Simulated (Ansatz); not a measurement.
## Au under a change: Au interstitial (started 2.04 Å from the nearest host atom)

Start from a 12-atom supercell of Au in the fcc (Cu type) structure (space group Fm-3m, No. 225; a = 4.083 Å) at its relaxed geometry.

The change: one Au atom is added in an open site, starting 2.04 Å from the nearest host atom, atoms relaxed at fixed cell, starting from a slightly rattled geometry.

Calculations: PBEsol in Ansatz (plane waves to 420 eV, PAW, no spin-orbit coupling). Γ-centred 7×5×7 mesh, Fermi–Dirac width 0.05 eV.

The pressure rises by 35.32 GPa to 35.3 GPa and the largest displacement of a host atom from its site in the perfect cell comes out as 1.22 Å. The final site of the added atom comes out as 10 Au at 2.43–3.65 Å.

Final structure:

```
Au
1.0
    0.00000     4.08345     4.08345
    4.08345    -4.08345     4.08345
    4.08345     4.08345     0.00000
Au
13
Direct
  0.97802   0.95125   0.03845
  0.98361   0.08889   0.46219
  0.19573   0.36788   0.16809
  0.23190   0.21839   0.70251
  0.33147   0.64802   0.36363
  0.35288   0.68281   0.88240
  0.46152   0.02649   0.03435
  0.51945   0.93585   0.49396
  0.65749   0.28121   0.23050
  0.65352   0.35921   0.71373
  0.81504   0.62682   0.33884
  0.83773   0.79711   0.72340
  0.96947   0.50973   0.85707
```

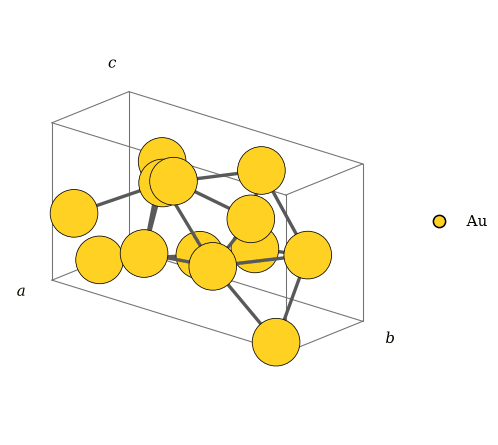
Fig. 1. The relaxed cell after the change

Cost of the whole job for the changed cell (relaxation, final SCF and bands): about 110 core-minutes (a rough figure).

In so small a cell the defect repeats every few ångströms: this is an ordered compound, not a dilute defect. The defect cell is not spin-polarised.

Ansatz is a program for electronic structure.
